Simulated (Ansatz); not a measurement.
**Run report: GeH$_{3}$O$_{2}$F, geometry relaxation (part 2 of 2)**

The same run, continued: GeH$_{3}$O$_{2}$F; RKS PBE/def2-SVP (Ansatz 0.2.0). It belongs to a series of runs on one base structure; here: end point B relaxed.

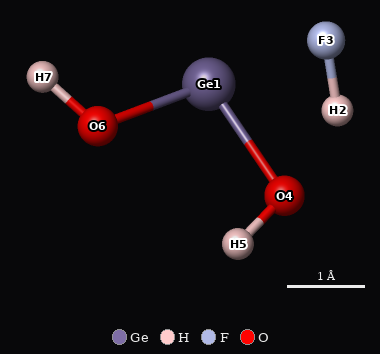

Figure 1. The geometry at step 16 of the log (ball-and-stick view, seen at a tilt; atoms are numbered from 1 in the order of the input).

**Trajectory as extended XYZ, continued**
```
7
Properties=species:S:1:pos:R:3:forces:R:3 step=7 energy=-63351.34190
Ge   -0.9256   -0.0171    0.7290   -0.0040  -0.0224   0.0156
H     1.7514    0.4349    1.3347    0.0137  -0.2101  -0.2833
F     1.7714   -0.1679    0.6077   -0.0088   0.2182   0.2807
O    -1.0145    1.3978   -0.3871   -0.0051   0.0091  -0.0165
H    -1.1365    1.0729   -1.3046    0.0100  -0.0012   0.0134
O    -1.2211   -1.2509   -0.5809    0.0001  -0.0051  -0.0092
H    -1.1963   -2.1661   -0.2429   -0.0059   0.0115  -0.0008
7
Properties=species:S:1:pos:R:3:forces:R:3 step=8 energy=-63351.34603
Ge   -0.9462   -0.0716    0.7535   -0.0400  -0.0097  -0.0252
H     1.7207    0.5571    1.2407    0.0327  -0.4517  -0.4358
F     1.7507   -0.1683    0.6279   -0.0339   0.4671   0.4276
O    -0.9623    1.3723   -0.3340    0.0419  -0.0299  -0.0263
H    -1.0351    1.0685   -1.2649   -0.0116   0.0110   0.0573
O    -1.2311   -1.2664   -0.5959   -0.0003  -0.0717   0.0371
H    -1.2679   -2.1880   -0.2714    0.0112   0.0849  -0.0348
7
Properties=species:S:1:pos:R:3:forces:R:3 step=9 energy=-63351.32057 accepted=F
Ge   -0.9916   -0.1169    0.7773   -0.0009  -0.0013  -0.0456
H     1.7157    0.6916    1.0996   -0.0378  -1.8803  -0.9158
F     1.7105   -0.2103    0.7055   -0.0121   1.9074   0.8814
O    -0.8935    1.3502   -0.2843    0.0214  -0.0641   0.0063
H    -0.9725    1.0679   -1.2218    0.0326   0.0048   0.0683
O    -1.2339   -1.2762   -0.6127   -0.0056  -0.0661   0.0465
H    -1.3058   -2.2028   -0.3077    0.0024   0.0995  -0.0411
7
Properties=species:S:1:pos:R:3:forces:R:3 step=10 energy=-63351.35526
Ge   -0.9759   -0.0917    0.7654   -0.0025  -0.0144  -0.0116
H     1.7228    0.6199    1.1686    0.0020  -0.5345  -0.4050
F     1.7275   -0.1898    0.6703   -0.0194   0.5555   0.3864
O    -0.9205    1.3615   -0.3115   -0.0030  -0.0282  -0.0040
H    -1.0145    1.0679   -1.2435    0.0320   0.0046   0.0409
O    -1.2308   -1.2705   -0.6039   -0.0043  -0.0162   0.0110
H    -1.2797   -2.1938   -0.2895   -0.0049   0.0333  -0.0178
7
Properties=species:S:1:pos:R:3:forces:R:3 step=11 energy=-63351.36829
Ge   -0.9884   -0.1087    0.7762   -0.0491  -0.0469   0.0389
H     1.7140    0.6672    1.0865   -0.0178  -0.4793  -0.2858
F     1.7098   -0.2074    0.7188   -0.0090   0.5128   0.2492
O    -0.9122    1.3536   -0.2871    0.0629  -0.0012  -0.0288
H    -0.9721    1.0665   -1.2241    0.0077   0.0062   0.0473
O    -1.2317   -1.2710   -0.6091    0.0095   0.0019  -0.0102
H    -1.2906   -2.1967   -0.3053   -0.0043   0.0065  -0.0106
7
Properties=species:S:1:pos:R:3:forces:R:3 step=12 energy=-63351.38765
Ge   -1.0324   -0.1363    0.8007    0.0231  -0.0587  -0.0146
H     1.6746    0.7309    0.9603   -0.0670  -0.9971  -0.3294
F     1.6733   -0.2097    0.7697   -0.0128   1.0359   0.2787
O    -0.8398    1.3330   -0.2452    0.0182   0.0107   0.0077
H    -0.9181    1.0617   -1.1858    0.0667  -0.0080   0.0590
O    -1.2194   -1.2735   -0.6153   -0.0089  -0.0039   0.0178
H    -1.3094   -2.2026   -0.3286   -0.0194   0.0210  -0.0192
7
Properties=species:S:1:pos:R:3:forces:R:3 step=13 energy=-63351.40180
Ge   -1.0305   -0.1671    0.8188   -0.0654  -0.1537   0.1044
H     1.5920    0.7740    0.7888    0.0097  -1.9397   0.0122
F     1.6599   -0.2048    0.8649   -0.1649   2.0126  -0.1114
O    -0.8011    1.3198   -0.1970    0.1879   0.0362  -0.0555
H    -0.8397    1.0606   -1.1439    0.0240   0.0062   0.0683
O    -1.2193   -1.2733   -0.6217    0.0212   0.0062   0.0020
H    -1.3326   -2.2056   -0.3540   -0.0126   0.0322  -0.0200
7
Properties=species:S:1:pos:R:3:forces:R:3 step=14 energy=-63351.49616
Ge   -1.0411   -0.1885    0.8409   -0.0546  -0.2256   0.1573
H     1.4849    0.7540    0.6291    0.0155  -1.2471   0.2973
F     1.6416   -0.1528    0.9421   -0.2626   1.3449  -0.4275
O    -0.7173    1.2995   -0.1534    0.2368   0.0845  -0.0710
H    -0.7949    1.0610   -1.1034    0.0679  -0.0043   0.0564
O    -1.2023   -1.2678   -0.6234    0.0270   0.0282   0.0045
H    -1.3421   -2.2018   -0.3760   -0.0300   0.0194  -0.0171
7
Properties=species:S:1:pos:R:3:forces:R:3 step=15 energy=-63351.60735
Ge   -1.0404   -0.2161    0.8685   -0.0025  -0.2641   0.1461
H     1.3242    0.7454    0.5188   -0.0046  -0.8238   0.2947
F     1.6106   -0.0789    0.9443   -0.3385   0.9238  -0.4302
O    -0.5996    1.2669   -0.1059    0.2589   0.1026  -0.1088
H    -0.7123    1.0508   -1.0587    0.1087  -0.0017   0.0825
O    -1.1842   -1.2661   -0.6190    0.0121   0.0026   0.0483
H    -1.3696   -2.1985   -0.3921   -0.0340   0.0606  -0.0326
7
Properties=species:S:1:pos:R:3:forces:R:3 step=16 energy=-63351.72578
Ge   -1.0120   -0.2503    0.8975    0.0600  -0.2433   0.1495
H     1.1461    0.7442    0.4394   -0.1196  -0.3234   0.0915
F     1.5534   -0.0031    0.9132   -0.1575   0.3454  -0.1575
O    -0.4694    1.2302   -0.0656    0.1465   0.1697  -0.0103
H    -0.6203    1.0384   -1.0146    0.0973  -0.0194  -0.0932
O    -1.1685   -1.2670   -0.6095    0.0729   0.2505   0.0058
H    -1.4004   -2.1887   -0.4045   -0.0995  -0.1795   0.0141
7
Properties=species:S:1:pos:R:3:forces:R:3 step=17 energy=-63351.71389 accepted=F
Ge   -0.9380   -0.2959    0.9427    0.0755  -0.0639   0.1396
H     0.9620    0.7338    0.3765   -0.0121   0.2382  -0.1069
F     1.4922    0.0651    0.8851    0.1622  -0.3349   0.2094
O    -0.3749    1.2208   -0.0293   -0.3640  -0.0213  -1.0935
H    -0.5206    1.0258   -1.0028    0.1410   0.1695   0.9068
O    -1.1352   -1.2465   -0.5958   -0.5701  -1.7075   0.2590
H    -1.4568   -2.1995   -0.4205    0.5675   1.7198  -0.3144
7
Properties=species:S:1:pos:R:3:forces:R:3 step=18 energy=-63351.76048
Ge   -0.9731   -0.2742    0.9185    0.0646  -0.0086   0.0065
H     1.0569    0.7244    0.4133   -0.0342  -0.0484  -0.0018
F     1.5375    0.0275    0.9096   -0.1573   0.1208  -0.0832
O    -0.4338    1.2305   -0.0625    0.0929  -0.0442   0.2285
H    -0.5810    1.0346   -1.0093    0.0394  -0.0513  -0.1644
O    -1.1664   -1.2600   -0.6022    0.1147   0.3192  -0.0129
H    -1.4113   -2.1792   -0.4116   -0.1201  -0.2875   0.0272
7
Properties=species:S:1:pos:R:3:forces:R:3 step=19 energy=-63351.77334
Ge   -0.9318   -0.2906    0.9422   -0.0002  -0.1412   0.1134
H     0.9696    0.7444    0.3897   -0.0644   0.1631  -0.1657
F     1.4745    0.0387    0.8706    0.1761  -0.2414   0.2119
O    -0.3932    1.2182   -0.0429   -0.1175   0.2126  -0.1644
H    -0.5205    1.0102   -0.9941    0.0094   0.0026   0.0163
O    -1.1373   -1.2515   -0.5915    0.0131   0.0059   0.0143
H    -1.4326   -2.1658   -0.4182   -0.0164  -0.0016  -0.0257
7
Properties=species:S:1:pos:R:3:forces:R:3 step=20 energy=-63351.77768
Ge   -0.9196   -0.2988    0.9498    0.0240   0.0557  -0.0405
H     0.9791    0.7364    0.3804   -0.0738   0.1403  -0.0844
F     1.4754    0.0413    0.8906    0.0654  -0.1398   0.0862
O    -0.4024    1.2267   -0.0504   -0.0055  -0.0281  -0.0127
H    -0.5323    1.0131   -1.0006   -0.0108  -0.0136   0.0514
O    -1.1240   -1.2521   -0.5891   -0.0692  -0.1877   0.0480
H    -1.4474   -2.1630   -0.4248    0.0700   0.1731  -0.0481
7
Properties=species:S:1:pos:R:3:forces:R:3 step=21 energy=-63351.77877
Ge   -0.9146   -0.2968    0.9510    0.0173  -0.0290   0.0333
H     0.9671    0.7417    0.3741    0.0745  -0.1074   0.0806
F     1.4679    0.0321    0.8902   -0.1291   0.1095  -0.0904
O    -0.3971    1.2265   -0.0493    0.0329   0.0309  -0.0551
H    -0.5305    1.0096   -0.9981   -0.0011  -0.0044   0.0351
O    -1.1213   -1.2509   -0.5873   -0.0020  -0.0036   0.0114
H    -1.4427   -2.1586   -0.4248    0.0073   0.0040  -0.0150
7
Properties=species:S:1:pos:R:3:forces:R:3 step=22 energy=-63351.77980
Ge   -0.9082   -0.2958    0.9542   -0.0104  -0.0129   0.0212
H     0.9639    0.7382    0.3717    0.0078  -0.0050   0.0044
F     1.4550    0.0265    0.8885   -0.0243   0.0086  -0.0145
O    -0.3957    1.2295   -0.0512    0.0318   0.0310   0.0115
H    -0.5318    1.0092   -0.9976   -0.0116  -0.0154  -0.0172
O    -1.1169   -1.2483   -0.5849    0.0138   0.0296   0.0001
H    -1.4376   -2.1556   -0.4248   -0.0071  -0.0358  -0.0055
7
Properties=species:S:1:pos:R:3:forces:R:3 step=23 energy=-63351.77995
Ge   -0.9151   -0.2871    0.9567    0.0276   0.0056   0.0310
H     0.9591    0.7299    0.3666    0.0086   0.0025  -0.0141
F     1.4449    0.0135    0.8843   -0.0229  -0.0005   0.0075
O    -0.3885    1.2364   -0.0520   -0.0267  -0.0120  -0.0031
H    -0.5408    1.0085   -0.9948    0.0216   0.0066  -0.0039
O    -1.1082   -1.2437   -0.5809    0.0031   0.0215  -0.0144
H    -1.4226   -2.1539   -0.4240   -0.0114  -0.0237  -0.0030
7
Properties=species:S:1:pos:R:3:forces:R:3 step=24 energy=-63351.78036
Ge   -0.9064   -0.2896    0.9612    0.0011  -0.0006   0.0095
H     0.9542    0.7316    0.3626   -0.0137   0.0193  -0.0163
F     1.4361    0.0129    0.8847    0.0114  -0.0193   0.0138
O    -0.3882    1.2361   -0.0520   -0.0032   0.0014  -0.0097
H    -0.5363    1.0064   -0.9952    0.0055   0.0022   0.0069
O    -1.1064   -1.2417   -0.5796   -0.0054  -0.0159   0.0011
H    -1.4242   -2.1521   -0.4258    0.0043   0.0129  -0.0054
```

The run was set up as follows.

**Input file**
```yaml
crystal:
  periodic: [false, false, false]
  atoms:
    - { symbol: Ge, position_ang: [-0.882138, 0.033436, 0.675012] }
    - { symbol: H, position_ang: [1.745106, 0.277877, 1.449806] }
    - { symbol: F, position_ang: [1.991055, -0.115963, 0.63981] }
    - { symbol: O, position_ang: [-1.094172, 1.417752, -0.45706] }
    - { symbol: H, position_ang: [-1.28661, 1.069413, -1.353816] }
    - { symbol: O, position_ang: [-1.257114, -1.236142, -0.576322] }
    - { symbol: H, position_ang: [-1.187327, -2.142774, -0.221531] }
basis:
  gaussian: { orbitals: def2-SVP }
hamiltonian:
  xc: pbe
relax:
  f_tol: 0.03
  max_steps: 50
```

Run as:
```bash
ansatz run input.yaml --threads 2 --pin off --max-ram 3072MiB --backend cpu --events-out ev --progress --plain --runs-dir out
```

**Results in brief**

- outcome: converged
- total energy: −63351.7804 eV
- mean-field energy: −63351.7804 eV
- largest force (length of the vector) at the end: 0.029 eV/Å
- hardware: 2 threads of Arm Neoverse V1, 24 GiB of memory available, shared host
- wall time: 44 s (CPU time 72 s)
- peak memory: 0.12 GiB
